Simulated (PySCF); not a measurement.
**Tl2O2F2: other spin states and a change of charge**

How does Tl2O2F2 respond at fixed geometry? The runs cover other spin states and a change of charge. The structure is generated, not taken from experiment.

Computed with PySCF 2.14.0. Level: PBE0, Tl def2-SVP with ECP60, O def2-SVP, F def2-SVP; scalar-relativistic core potentials, no spin–orbit coupling.

2 further runs of the same task are left out: 2 for a known fault of the program.

## (1) Starting geometry

6 atoms, charge 0, spin multiplicity 1.

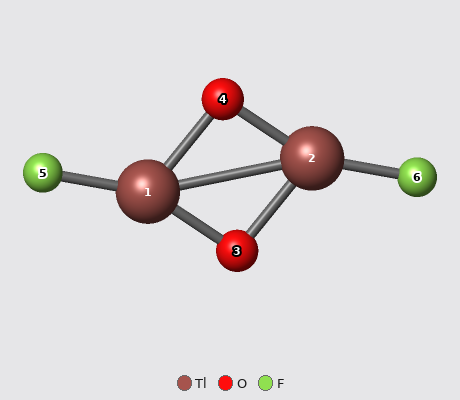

The structure; thallium brown, oxygen red, fluorine green; atoms are numbered from 1 in the order of the file.

Geometry (Å):

```
Tl    0.1885    0.0000    1.5452
Tl   -0.1885    0.0000   -1.5452
O     1.4436    0.0000   -0.0447
O    -1.4436    0.0000    0.0447
F    -0.3278    0.0000    3.4739
F     0.3278    0.0000   -3.4739
```

Formal oxidation states: Tl +3. An earlier session relaxed this geometry at PBE0, Tl def2-SVP with ECP60, O def2-SVP, F def2-SVP (singlet, point group C2h).

Its energy there is -694.433578 Eh.

## (2) Multiplicity 3 at the relaxed geometry

run.py (the lines that set the calculation)

```python
mol = gto.M(atom='''
Tl     0.18854     0.00000     1.54524
Tl    -0.18854     0.00000    -1.54524
O      1.44358     0.00000    -0.04470
O     -1.44358     0.00000     0.04470
F     -0.32783     0.00000     3.47386
F      0.32783     0.00000    -3.47386''',
    basis={'Tl': 'def2-SVP', 'O': 'def2-SVP', 'F': 'def2-SVP'},
    ecp={'Tl': 'def2-SVP'},
    charge=0, spin=2)
mf = dft.UKS(mol, xc='PBE0')
mf.grids.atom_grid = (50, 194)
mf = mf.density_fit()  # fitting sets: Tl def2-universal-JKFIT, O def2-universal-JKFIT, F def2-universal-JKFIT
mf.conv_tol = 1e-08; mf.max_cycle = 55
mf.kernel(dm0)  # dm0: free metal ions and neutral atoms
```

The run is started by

```sh
OMP_NUM_THREADS=2 python run.py
```

Standard output:

```text
init E= -705.523352148664
cycle= 1 E= -693.214318444375  delta_E= 12.3  |g|= 1.64  |ddm|= 2.59
  HOMO = -0.182215748398  LUMO = -0.165886192875  gap/eV = 0.44435
cycle= 2 E= -692.107484353093  delta_E= 1.11  |g|= 2.38  |ddm|= 2.64
cycle= 3 E= -694.236912315656  delta_E= -2.13  |g|= 0.568  |ddm|= 1.77
  HOMO = -0.205611836264  LUMO = -0.171817545973  gap/eV = 0.91959
cycle= 4 E= -694.254544518533  delta_E= -0.0176  |g|= 0.496  |ddm|= 0.785
  HOMO = -0.220403311344  LUMO = -0.216168381794  gap/eV = 0.11524
cycle= 5 E= -694.372216464659  delta_E= -0.118  |g|= 0.0261  |ddm|= 0.456
  HOMO = -0.218656828851  LUMO = -0.198014912015  gap/eV = 0.56170
cycle= 6 E= -694.372953637518  delta_E= -0.000737  |g|= 0.00915  |ddm|= 0.058
  HOMO = -0.218364186911  LUMO = -0.194387301755  gap/eV = 0.65244
cycle= 7 E= -694.373040347435  delta_E= -8.67e-05  |g|= 0.00297  |ddm|= 0.0199
  HOMO = -0.21861711588  LUMO = -0.194199105505  gap/eV = 0.66445
cycle= 8 E= -694.373049997722  delta_E= -9.65e-06  |g|= 0.000811  |ddm|= 0.00772
  HOMO = -0.218464885028  LUMO = -0.193990215357  gap/eV = 0.66599
cycle= 9 E= -694.373050900982  delta_E= -9.03e-07  |g|= 0.000407  |ddm|= 0.00214
  HOMO = -0.218473396218  LUMO = -0.193996796535  gap/eV = 0.66604
cycle= 10 E= -694.373051149671  delta_E= -2.49e-07  |g|= 0.0001  |ddm|= 0.00124
  HOMO = -0.218452947254  LUMO = -0.193988278226  gap/eV = 0.66572
cycle= 11 E= -694.373051180954  delta_E= -3.13e-08  |g|= 3.52e-05  |ddm|= 0.000541
  HOMO = -0.218451677925  LUMO = -0.193989965259  gap/eV = 0.66564
cycle= 12 E= -694.373051183321  delta_E= -2.37e-09  |g|= 7.83e-06  |ddm|= 0.000146
  HOMO = -0.218450549255  LUMO = -0.193988343226  gap/eV = 0.66565
Extra cycle  E= -694.373051183437  delta_E= -1.17e-10  |g|= 4.47e-06  |ddm|= 2.39e-05
converged SCF energy = -694.373051183437  <S^2> = 2.017798  2S+1 = 3.0118419
```

Run time: 4 s. Hardware: 2 threads of Arm Neoverse V1, shared host.

Result: E = -694.373051 Eh (+1.647 eV from the relaxed state), HOMO -5.94 eV, LUMO -5.28 eV (over both spins), ⟨S²⟩ = 2.018, Mulliken charge on Tl1 +0.81 e. 

## (3) One electron removed, multiplicity 2

run.py (the lines that set the calculation): that of step 2 with these lines changed.

```diff
@@ -9,3 +9,3 @@
     ecp={'Tl': 'def2-SVP'},
-    charge=0, spin=2)
+    charge=1, spin=1)
 mf = dft.UKS(mol, xc='PBE0')
@@ -14,2 +14,2 @@
 mf.conv_tol = 1e-08; mf.max_cycle = 55
-mf.kernel(dm0)  # dm0: free metal ions and neutral atoms
+mf.kernel(dm0)  # dm0: the density of the relaxed state
```

The run is started by

```sh
OMP_NUM_THREADS=2 python run.py
```

Standard output:

```text
init E= -694.437929828827
  HOMO = -0.292400230607  LUMO = -0.282624301706  gap/eV = 0.26602
cycle= 1 E= -693.995807745745  delta_E= 0.442  |g|= 0.386  |ddm|= 0.757
cycle= 2 E= -693.052046010322  delta_E= 0.944  |g|= 1.42  |ddm|= 1.41
  HOMO = -0.577188062287  LUMO = -0.473344224617  gap/eV = 2.82573
cycle= 3 E= -694.049788457091  delta_E= -0.998  |g|= 0.288  |ddm|= 1.25
  HOMO = -0.55436826723  LUMO = -0.443343623828  gap/eV = 3.02113
cycle= 4 E= -694.080479937291  delta_E= -0.0307  |g|= 0.0497  |ddm|= 0.247
  HOMO = -0.55359970719  LUMO = -0.422706098508  gap/eV = 3.56180
cycle= 5 E= -694.08247877472  delta_E= -0.002  |g|= 0.0204  |ddm|= 0.0952
  HOMO = -0.553914247471  LUMO = -0.41772257153  gap/eV = 3.70596
cycle= 6 E= -694.082765443888  delta_E= -0.000287  |g|= 0.0208  |ddm|= 0.0519
  HOMO = -0.553965656154  LUMO = -0.416491564236  gap/eV = 3.74086
cycle= 7 E= -694.082934850931  delta_E= -0.000169  |g|= 0.0141  |ddm|= 0.0286
  HOMO = -0.553712503277  LUMO = -0.414354586085  gap/eV = 3.79212
cycle= 8 E= -694.083096243009  delta_E= -0.000161  |g|= 0.00258  |ddm|= 0.0267
  HOMO = -0.553753616079  LUMO = -0.414156638702  gap/eV = 3.79863
cycle= 9 E= -694.083116672011  delta_E= -2.04e-05  |g|= 0.00115  |ddm|= 0.0133
  HOMO = -0.553658046921  LUMO = -0.414028986503  gap/eV = 3.79950
cycle= 10 E= -694.083120265381  delta_E= -3.59e-06  |g|= 0.000919  |ddm|= 0.0064
  HOMO = -0.55362792938  LUMO = -0.413998803101  gap/eV = 3.79950
cycle= 11 E= -694.083120811785  delta_E= -5.46e-07  |g|= 0.000379  |ddm|= 0.00164
  HOMO = -0.553597464131  LUMO = -0.413968237387  gap/eV = 3.79950
cycle= 12 E= -694.083120969709  delta_E= -1.58e-07  |g|= 9.29e-05  |ddm|= 0.00109
  HOMO = -0.55359667046  LUMO = -0.413979357122  gap/eV = 3.79918
cycle= 13 E= -694.083120987803  delta_E= -1.81e-08  |g|= 4.04e-05  |ddm|= 0.000382
  HOMO = -0.553599356734  LUMO = -0.413979695204  gap/eV = 3.79924
cycle= 14 E= -694.083120990617  delta_E= -2.81e-09  |g|= 2.14e-05  |ddm|= 0.000124
  HOMO = -0.553598829685  LUMO = -0.413978576546  gap/eV = 3.79926
Extra cycle  E= -694.083120991404  delta_E= -7.87e-10  |g|= 2.01e-05  |ddm|= 7.55e-05
converged SCF energy = -694.083120991404  <S^2> = 0.83437835  2S+1 = 2.0826698
```

Run time: 4.4 s. Hardware: 2 threads of Arm Neoverse V1, shared host.

Result: E = -694.083121 Eh (+9.536 eV from the relaxed state), HOMO -15.06 eV, LUMO -11.26 eV (over both spins), ⟨S²⟩ = 0.834, Mulliken charge on Tl1 +1.16 e. 

## (4) One electron added, multiplicity 2

run.py (the lines that set the calculation): that of step 3 with these lines changed.

```diff
@@ -9,3 +9,3 @@
     ecp={'Tl': 'def2-SVP'},
-    charge=1, spin=1)
+    charge=-1, spin=1)
 mf = dft.UKS(mol, xc='PBE0')
```

The run is started by

```sh
OMP_NUM_THREADS=2 python run.py
```

Standard output:

```text
init E= -694.437706651335
  HOMO = -0.142181861798  LUMO = -0.136075326791  gap/eV = 0.16617
cycle= 1 E= -694.485556411321  delta_E= -0.0478  |g|= 0.185  |ddm|= 1.29
  HOMO = 0.0339485977983  LUMO = 0.1019974258  gap/eV = 1.85170
cycle= 2 E= -694.46249350618  delta_E= 0.0231  |g|= 0.312  |ddm|= 0.605
  HOMO = 0.00519472079794  LUMO = 0.0755535089346  gap/eV = 1.91456
cycle= 3 E= -694.500750342852  delta_E= -0.0383  |g|= 0.0996  |ddm|= 0.321
  HOMO = -0.00080222124938  LUMO = 0.0711858625954  gap/eV = 1.95890
cycle= 4 E= -694.504786169912  delta_E= -0.00404  |g|= 0.0261  |ddm|= 0.11
  HOMO = -0.00328187188626  LUMO = 0.0701891847089  gap/eV = 1.99925
cycle= 5 E= -694.505084770962  delta_E= -0.000299  |g|= 0.0112  |ddm|= 0.0331
  HOMO = -0.0043649676369  LUMO = 0.0705190140085  gap/eV = 2.03770
cycle= 6 E= -694.50518953786  delta_E= -0.000105  |g|= 0.00274  |ddm|= 0.0214
  HOMO = -0.00489906981739  LUMO = 0.0710275310476  gap/eV = 2.06607
cycle= 7 E= -694.505220995853  delta_E= -3.15e-05  |g|= 0.0023  |ddm|= 0.0192
  HOMO = -0.00492573273879  LUMO = 0.0711606051376  gap/eV = 2.07041
cycle= 8 E= -694.505223568135  delta_E= -2.57e-06  |g|= 0.00259  |ddm|= 0.00566
  HOMO = -0.00493683234319  LUMO = 0.0713656128132  gap/eV = 2.07630
cycle= 9 E= -694.505229134076  delta_E= -5.57e-06  |g|= 0.000351  |ddm|= 0.0069
  HOMO = -0.00497143505786  LUMO = 0.0713602929567  gap/eV = 2.07709
cycle= 10 E= -694.505229390294  delta_E= -2.56e-07  |g|= 0.000109  |ddm|= 0.00198
  HOMO = -0.00497884613985  LUMO = 0.0713499623627  gap/eV = 2.07701
cycle= 11 E= -694.505229402498  delta_E= -1.22e-08  |g|= 0.00011  |ddm|= 0.000377
  HOMO = -0.00497851624125  LUMO = 0.0713491830502  gap/eV = 2.07698
cycle= 12 E= -694.50522941006  delta_E= -7.56e-09  |g|= 3.57e-05  |ddm|= 0.000204
  HOMO = -0.00497982070402  LUMO = 0.0713476357474  gap/eV = 2.07698
Extra cycle  E= -694.505229410747  delta_E= -6.87e-10  |g|= 5.54e-05  |ddm|= 0.000123
converged SCF energy = -694.505229410747  <S^2> = 0.77474672  2S+1 = 2.0245955
```

Run time: 4 s. Hardware: 2 threads of Arm Neoverse V1, shared host.

Result: E = -694.505229 Eh (-1.950 eV from the relaxed state), HOMO -0.14 eV, LUMO 1.94 eV (over both spins), ⟨S²⟩ = 0.775, Mulliken charge on Tl1 +0.57 e. 

## (5) Results

| state | energy from the relaxed state (eV) | ⟨S²⟩ | time |
| --- | --- | --- | --- |
| charge 0, singlet, vacuum (relaxed) | 0 | 0.00 |  |
| charge -1, doublet, vacuum | -1.95 | 0.77 | 4 s |
| charge 0, triplet, vacuum | 1.65 | 2.02 | 4 s |
| charge +1, doublet, vacuum | 9.54 | 0.83 | 4.4 s |

An electron taken off or put on is at rest in vacuum. 

Removing an electron vertically costs 9.54 eV (doublet), against −HOMO = 7.82 eV. Adding an electron vertically releases 1.95 eV (doublet). The triplet lies 1.65 eV above at this geometry. These are double-zeta-type bases without diffuse functions. Spin–orbit coupling is left out.
